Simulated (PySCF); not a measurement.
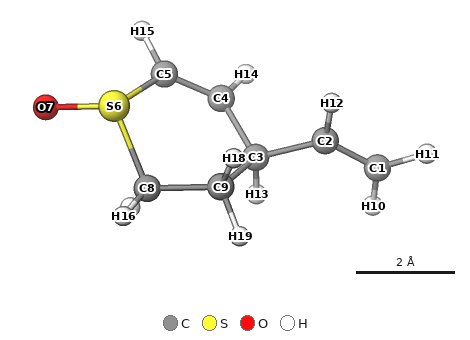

**Figure 1.** The structure as given in the input (ball-and-stick view, seen at a tilt; atoms are numbered from 1 in the order of the input). Bond lengths as drawn: C–C 1.33 to 1.53 Å, C–H 1.09 to 1.11 Å, C–S 1.80 to 1.83 Å and O–S 1.50 Å.

**Two runs on C7H10OS**

System: C7H10OS, SMILES C=C[C@@H]1C=C[S@@](=O)CC1.
Method of run 1: GIAO PBE0/pcSseg-1 NMR shielding, non-relativistic, gas phase (PySCF 2.14.0).

The geometry comes from this level: PBE0-D3(BJ)/def2-SVP. Text and figures count atoms from 1; the logs count them from 0 in places.

Input, run 1:
```
{"job": {"kind": "nmr", "xc": "PBE0", "basis": "pcSseg-1"}, "charge": 0, "multiplicity": 1}
C      3.163694    -1.572607    -0.603056
C      2.184351    -0.941910     0.043982
C      0.832593    -0.622180    -0.533439
C      0.624925     0.868608    -0.565596
C     -0.424473     1.534283    -0.077459
S     -1.866505     0.820382     0.719086
O     -3.059198     1.480899     0.092487
C     -1.662080    -0.820247    -0.056887
C     -0.274850    -1.361544     0.226274
H      3.039798    -1.907555    -1.638232
H      4.124284    -1.778918    -0.124372
H      2.340370    -0.616973     1.081024
H      0.830650    -0.965763    -1.585473
H      1.423182     1.445906    -1.046813
H     -0.511426     2.623750    -0.138230
H     -2.457705    -1.447310     0.370812
H     -1.871733    -0.660330    -1.126391
H     -0.077981    -1.295173     1.311841
H     -0.227900    -2.432874    -0.023199
```

The first line tells a small driver script what to run in PySCF; the rest is the geometry in Å.

Command:
```bash
OMP_NUM_THREADS=1 python <driver script> task.json out
```

Hardware: 1 CPU thread, shared host.

Output (run 1):
```
coarse grid: 16512 points
cycle   1  E = -745.2399515717  dE =  1.458e+00  |g| = 9.032e-01  |ddm| = 4.149e+00
cycle   2  E = -744.4151350601  dE =  8.248e-01  |g| = 2.165e+00  |ddm| = 4.671e+00
cycle   3  E = -745.3911783346  dE = -9.760e-01  |g| = 2.497e-01  |ddm| = 4.055e+00
cycle   4  E = -745.4043433906  dE = -1.317e-02  |g| = 1.140e-01  |ddm| = 4.179e-01
cycle   5  E = -745.4074690246  dE = -3.126e-03  |g| = 2.504e-02  |ddm| = 1.456e-01
cycle   6  E = -745.4076062375  dE = -1.372e-04  |g| = 9.370e-03  |ddm| = 3.239e-02
cycle   7  E = -745.4076260426  dE = -1.981e-05  |g| = 3.639e-03  |ddm| = 1.057e-02
cycle   8  E = -745.4076292545  dE = -3.212e-06  |g| = 7.492e-04  |ddm| = 3.972e-03
final grid: 155136 points
cycle   9  E = -745.4768403005  dE = -3.293e-05  |g| = 1.153e-02  |ddm| = 3.817e-02
cycle  10  E = -745.4767864500  dE =  5.385e-05  |g| = 1.926e-02  |ddm| = 3.588e-02
cycle  11  E = -745.4768700950  dE = -8.365e-05  |g| = 3.377e-03  |ddm| = 2.657e-02
cycle  12  E = -745.4768724048  dE = -2.310e-06  |g| = 3.267e-04  |ddm| = 3.372e-03
cycle  13  E = -745.4768724271  dE = -2.227e-08  |g| = 1.693e-04  |ddm| = 6.094e-04
cycle  14  E = -745.4768724332  dE = -6.076e-09  |g| = 5.945e-05  |ddm| = 1.851e-04
cycle  15  E = -745.4768724339  dE = -7.785e-10  |g| = 1.884e-05  |ddm| = 6.683e-05
converged SCF energy = -745.4768724339

GIAO shielding tensors (ppm)
atom      isotropic    diamagn.    paramagn.     s11        s22        s33       span
  0 C       59.177     252.545    -193.367    -54.318     78.092    153.758    208.075
  1 C       34.455     255.217    -220.762    -90.913     50.705    143.574    234.487
  2 C      138.740     245.958    -107.218    127.801    129.608    158.812     31.011
  3 C       43.522     255.023    -211.501    -61.833     47.053    145.346    207.179
  4 C       35.397     260.136    -224.739    -57.660     50.130    113.721    171.381
  5 S      195.572    1051.607    -856.035    -10.811     95.827    501.701    512.511
  6 O      272.977     393.881    -120.904    102.165    273.533    443.233    341.068
  7 C      131.301     252.323    -121.022     99.930    132.098    161.875     61.945
  8 C      157.816     248.984     -91.168    145.074    154.515    173.859     28.786
  9 H       25.760      30.109      -4.348     21.964     25.077     30.240      8.276
 10 H       25.885      26.924      -1.039     22.911     24.750     29.993      7.082
 11 H       25.750      30.475      -4.724     23.300     24.446     29.505      6.206
 12 H       28.493      32.798      -4.305     25.771     26.933     32.777      7.006
 13 H       25.323      31.311      -5.987     22.949     25.455     27.566      4.617
 14 H       24.834      30.677      -5.843     23.218     25.115     26.169      2.951
 15 H       28.237      29.616      -1.379     24.691     27.020     33.000      8.309
 16 H       28.783      31.060      -2.277     25.984     27.748     32.618      6.635
 17 H       29.922      30.916      -0.995     25.686     29.703     34.376      8.690
 18 H       29.376      30.244      -0.868     24.025     28.551     35.553     11.528
```

The input of run 2 differs as follows (lines with − go, lines with + come):
```diff
-"xc": "PBE0"
+"xc": "B97-2"
+"pop": false
```

Predict how the results change.

The total energies belong to different methods, so their difference says nothing on which is more stable or more accurate. The HOMO goes from −6.49 to −6.23 eV. Of all shieldings, the largest change is that of C2, by +2.9 ppm. The functional changes from PBE0 to B97-2. The number of SCF iterations is the same.

Output (run 2):
```
coarse grid: 16512 points
cycle   1  E = -745.6920539915  dE =  1.406e+00  |g| = 9.205e-01  |ddm| = 4.156e+00
cycle   2  E = -744.6444245273  dE =  1.048e+00  |g| = 2.361e+00  |ddm| = 5.187e+00
cycle   3  E = -745.8474950152  dE = -1.203e+00  |g| = 2.737e-01  |ddm| = 4.610e+00
cycle   4  E = -745.8632249197  dE = -1.573e-02  |g| = 1.359e-01  |ddm| = 4.828e-01
cycle   5  E = -745.8676742572  dE = -4.449e-03  |g| = 3.100e-02  |ddm| = 1.718e-01
cycle   6  E = -745.8678724996  dE = -1.982e-04  |g| = 1.317e-02  |ddm| = 4.001e-02
cycle   7  E = -745.8679130560  dE = -4.056e-05  |g| = 4.773e-03  |ddm| = 1.464e-02
cycle   8  E = -745.8679186393  dE = -5.583e-06  |g| = 9.253e-04  |ddm| = 5.321e-03
final grid: 155136 points
cycle   9  E = -745.9279168260  dE = -6.942e-05  |g| = 5.558e-03  |ddm| = 3.789e-02
cycle  10  E = -745.9279025959  dE =  1.423e-05  |g| = 9.945e-03  |ddm| = 1.669e-02
cycle  11  E = -745.9279217235  dE = -1.913e-05  |g| = 1.218e-03  |ddm| = 1.270e-02
cycle  12  E = -745.9279220022  dE = -2.786e-07  |g| = 4.655e-04  |ddm| = 1.819e-03
cycle  13  E = -745.9279220559  dE = -5.373e-08  |g| = 1.119e-04  |ddm| = 5.183e-04
cycle  14  E = -745.9279220585  dE = -2.616e-09  |g| = 4.977e-05  |ddm| = 1.277e-04
cycle  15  E = -745.9279220591  dE = -5.477e-10  |g| = 1.343e-05  |ddm| = 4.982e-05
converged SCF energy = -745.9279220591

GIAO shielding tensors (ppm)
atom      isotropic    diamagn.    paramagn.     s11        s22        s33       span
  0 C       61.768     252.403    -190.635    -48.562     80.758    153.106    201.668
  1 C       37.319     255.227    -217.908    -84.789     53.650    143.095    227.884
  2 C      138.561     246.356    -107.795    127.934    129.965    157.785     29.851
  3 C       46.105     255.193    -209.088    -56.614     50.230    144.699    201.313
  4 C       38.161     260.124    -221.964    -52.440     52.991    113.931    166.371
  5 S      197.417    1052.275    -854.857     -7.275     99.288    500.238    507.513
  6 O      270.992     394.023    -123.032    104.362    271.427    437.186    332.824
  7 C      130.972     252.306    -121.333    100.399    131.463    161.055     60.656
  8 C      156.840     249.183     -92.343    144.205    153.633    172.681     28.476
  9 H       25.944      30.271      -4.327     22.230     25.242     30.360      8.130
 10 H       26.062      27.004      -0.943     23.127     24.919     30.139      7.011
 11 H       25.912      30.737      -4.825     23.523     24.628     29.587      6.063
 12 H       28.606      32.978      -4.372     25.914     27.085     32.818      6.903
 13 H       25.482      31.527      -6.045     23.134     25.639     27.673      4.538
 14 H       25.008      30.873      -5.865     23.405     25.310     26.309      2.904
 15 H       28.363      29.630      -1.267     24.883     27.181     33.023      8.140
 16 H       28.880      31.264      -2.384     26.139     27.872     32.629      6.490
 17 H       30.016      31.200      -1.184     25.856     29.820     34.372      8.517
 18 H       29.490      30.301      -0.811     24.229     28.698     35.543     11.314
```

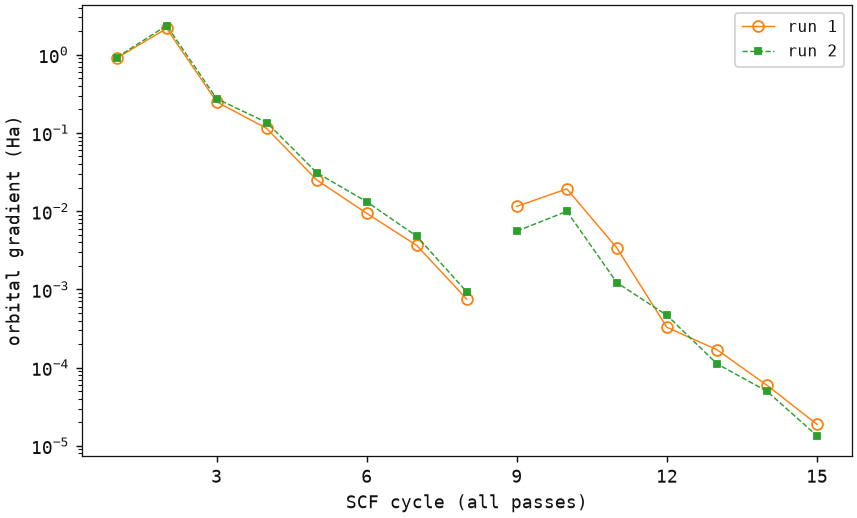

**Figure 2.** Convergence of the two runs: orbital gradient against the SCF cycle. A break in a curve parts two SCF passes (coarse and final grid). Run 1 takes 15 cycles in all, and run 2 takes 15.

The two runs side by side:

| quantity | run 1 | run 2 |
| --- | --- | --- |
| outcome | converged | converged |
| total energy (hartree) | −745.476872 | −745.927922 |
| HOMO (eV) | −6.49 | −6.23 |
| LUMO (eV) | −0.88 | −0.92 |
| dipole moment (D) | 4.74 | 4.72 |
| shielding of C1 (ppm) | 59.2 | 61.8 |
| shielding of C2 (ppm) | 34.5 | 37.3 |
| shielding of C4 (ppm) | 43.5 | 46.1 |
| shielding of C5 (ppm) | 35.4 | 38.2 |
| shielding of S6 (ppm) | 195.6 | 197.4 |
| shielding of O7 (ppm) | 273.0 | 271.0 |
| shielding of C9 (ppm) | 157.8 | 156.8 |
| SCF iterations | 15 | 15 |
| basis functions | 210 | 210 |
| wall time (shared host) | 81 s | 62 s |
